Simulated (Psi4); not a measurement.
# MN15/def2-QZVPP (density fitting, sweep point 6) run of SiH2O2 (SMILES O[Si]O)

Aim: the energy change on altering one bond length of SiH2O2 at MN15/def2-QZVPP (density fitting, sweep point 6), from 2 runs. 

The calculation is run with Psi4 1.11.

### 1 Starting point

The species is SiH2O2 (5 atoms), meant as a singlet with charge 0. As SMILES, `O[Si]O`. The shape is that of a PBE0-D4/def2-TZVP optimisation. This is one conformer, not always the lowest.

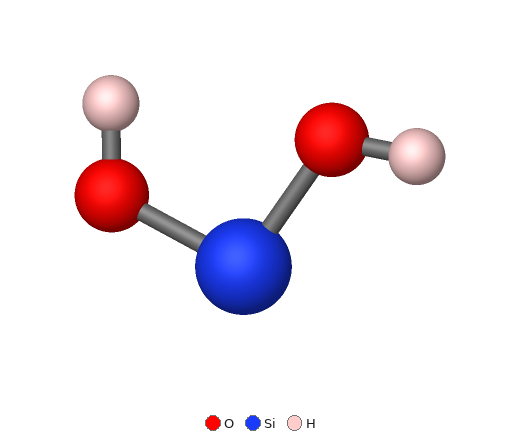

Viewed from a chosen angle; oxygen red, silicon blue, hydrogen pink.

### 2 A single-point energy at MN15/def2-QZVPP (density fitting, sweep point 6)

Input file h2o2si.in:

```
memory 1600 MB

molecule molecule1 {
  O     -2.72725274    -0.19955508    -0.51967468
  Si    -0.40062194    -1.49534028     1.07279752
  O      1.95775627     0.35432365     0.12963521
  H     -2.32795361     1.22624328    -1.58000001
  H      3.59255834    -0.02475541     0.81900730
  units au
  symmetry c1
}

set globals {
  basis def2-QZVPP
  reference rks
  puream true
  scf_type df
  dft_radial_points 99
  dft_spherical_points 590
}

energy("mn15")
```

On the command line:

```bash
$ psi4 -i h2o2si.in -o h2o2si.out -n 1
```

h2o2si.out:

```text
[...]
  Running in c1 symmetry.
[...]
  Nuclear repulsion =  103.646253707904961
[...]
  Multiplicity = 1
[...]
  Nalpha       = 16
  Nbeta        = 16
[...]
    Number of basis functions: 244
[...]
   @DF-RKS iter   1:  -440.82962912609634   -5.14636e-01   4.88474e-03 DIIS/ADIIS
[...]
   @DF-RKS iter   8:  -441.16617236315216   -2.12987e-07   5.24278e-07 DIIS
[...]
    Orbital Energies [Eh]
    ---------------------
    Doubly Occupied:
       1A    -65.331150     2A    -18.900009     3A    -18.893497
       4A     -5.178507     5A     -3.701129     6A     -3.696483
       7A     -3.691708     8A     -1.071215     9A     -1.042717
      10A     -0.612561    11A     -0.574133    12A     -0.457401
      13A     -0.431954    14A     -0.422114    15A     -0.388861
      16A     -0.284072
[...]
  @DF-RKS Final Energy:  -441.16617236315216
   => Energetics <=
    Nuclear Repulsion Energy =            103.6462537079049611
    One-Electron Energy =                -816.1958715380691274
    Two-Electron Energy =                 293.6755980347222135
    DFT Exchange-Correlation Energy =     -22.2921525677102110
    Empirical Dispersion Energy =           0.0000000000000000
    VV10 Nonlocal Energy =                  0.0000000000000000
    Total Energy =                       -441.1661723631521568
[...]
 Multipole Moments:
 ------------------------------------------------------------------------------------
     Multipole            Electronic (a.u.)      Nuclear  (a.u.)        Total (a.u.)
 ------------------------------------------------------------------------------------
 L = 1.  Multiply by 2.5417464519 to convert [e a0] to [Debye]
 Dipole X            :         -0.3232613            0.9827718            0.6595105
 Dipole Y            :         -0.9485494            1.2000747            0.2515253
 Dipole Z            :          0.6913148           -0.7406014           -0.0492866
 Magnitude           :                                                    0.7075650
[...]
```

It took 74 s on 1 thread of Intel Xeon Platinum 8488C (Sapphire Rapids), shared host; peak memory 1.3 GiB.

### 3 The distorted shape at the same level

Input file h2o2si.inp:

```
memory 1600 MB

molecule {
  0 1
  O     -4.61394775    -1.67928055     0.23485327
  Si    -2.28731694    -2.97506576     1.82732548
  O      1.95775627     0.35432365     0.12963521
  H     -4.21464862    -0.25348219    -0.82547206
  H      3.59255834    -0.02475541     0.81900730
  units bohr
  symmetry c1
}

set basis def2-QZVPP
set puream true
set scf_type df
set dft_radial_points 99
set dft_spherical_points 590

energy("mn15")
```

On the command line:

```bash
$ psi4 -n 1 h2o2si.inp h2o2si.out
```

h2o2si.out:

```text
[...]
  Running in c1 symmetry.
[...]
  Nuclear repulsion =   81.744639899192151
[...]
  Multiplicity = 1
[...]
  Nalpha       = 16
  Nbeta        = 16
[...]
    Number of basis functions: 244
[...]
   @DF-RKS iter   1:  -440.49775461585318   -6.69690e-01   5.35856e-03 ADIIS/DIIS
[...]
   @DF-RKS iter  11:  -441.00396486571634   -5.43482e-07   5.21957e-07 DIIS
[...]
    Orbital Energies [Eh]
    ---------------------
    Doubly Occupied:
       1A    -65.436239     2A    -18.966782     3A    -18.789398
       4A     -5.278330     5A     -3.799705     6A     -3.797606
       7A     -3.790795     8A     -1.121927     9A     -0.890848
      10A     -0.662893    11A     -0.519914    12A     -0.474708
      13A     -0.412892    14A     -0.385599    15A     -0.254924
      16A     -0.250663
[...]
  @DF-RKS Final Energy:  -441.00396486571634
   => Energetics <=
    Nuclear Repulsion Energy =             81.7446398991921512
    One-Electron Energy =                -771.8434426282226468
    Two-Electron Energy =                 271.2795192822528065
    DFT Exchange-Correlation Energy =     -22.1846814189386592
    Empirical Dispersion Energy =           0.0000000000000000
    VV10 Nonlocal Energy =                  0.0000000000000000
    Total Energy =                       -441.0039648657163411
[...]
 Multipole Moments:
 ------------------------------------------------------------------------------------
     Multipole            Electronic (a.u.)      Nuclear  (a.u.)        Total (a.u.)
 ------------------------------------------------------------------------------------
 L = 1.  Multiply by 2.5417464519 to convert [e a0] to [Debye]
 Dipole X            :         -2.9672662            1.4014321           -1.5658341
 Dipole Y            :         -2.7666220            1.5284279           -1.2381940
 Dipole Z            :          1.5420450           -0.9080323            0.6340127
 Magnitude           :                                                    2.0945007
[...]
```

Run time: 84 s. Hardware: 1 thread of Intel Xeon Platinum 8488C (Sapphire Rapids), shared host; peak memory 1.2 GiB.

### 4 Results

At MN15/def2-QZVPP (density fitting, sweep point 6):

```
                                                          quantity          value
                                         first shape: total energy  -441.16617 Eh
                                        first shape: dipole moment         1.80 D
                                          first shape: HOMO energy       -7.73 eV
                                          first shape: LUMO energy       -0.67 eV
                                        first shape: HOMO–LUMO gap        7.06 eV
                                     distorted shape: total energy  -441.00396 Eh
                                    distorted shape: dipole moment         5.32 D
                                      distorted shape: HOMO energy       -6.82 eV
                                      distorted shape: LUMO energy       -2.82 eV
                                    distorted shape: HOMO–LUMO gap        4.00 eV
energy change with the Si2–O3 bond stretched from 1.663 to 2.993 Å       4.414 eV
```

In words: With the Si2–O3 bond stretched from 1.663 to 2.993 Å the energy rises by 4.41 eV (102 kcal/mol). The first shape isn't relaxed at this level, so the change isn't measured from a minimum. A restricted reference can't describe the breaking bond well at this length.
